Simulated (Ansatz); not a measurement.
Start from CdS in the zinc blende structure (space group F-43m, No. 216; a = 5.8243 Å).

Modification: Pt replaces 25.0 % of the S, ordered in a cell of 8 atoms (starting symmetry Cm) and fully relaxed.

The values are results of PBEsol (Ansatz, a program for electronic structure; PAW; 420 eV plane waves; scalar-relativistic without spin-orbit coupling), not measurements.

The zone is the changed cell's own and can be folded.

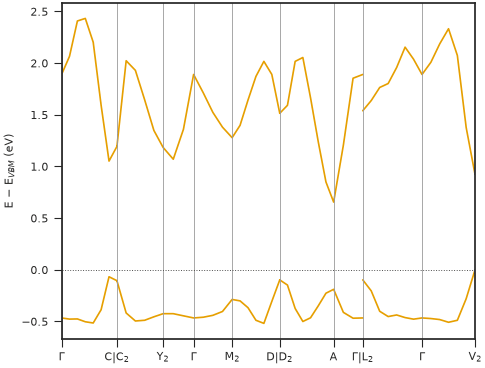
Figure. Highest valence and lowest conduction band along the path of the changed cell's own zone

Read the changed gap and its character from the plot.

About 0.66 eV, indirect, V₂ → A.

Each cell is one ordered arrangement of few atoms, which overstates ordering effects compared with a random alloy. With Pt present, leaving out spin-orbit coupling can change the band edges. No phonon test of stability was made. k-point labels follow each cell's own Brillouin zone.
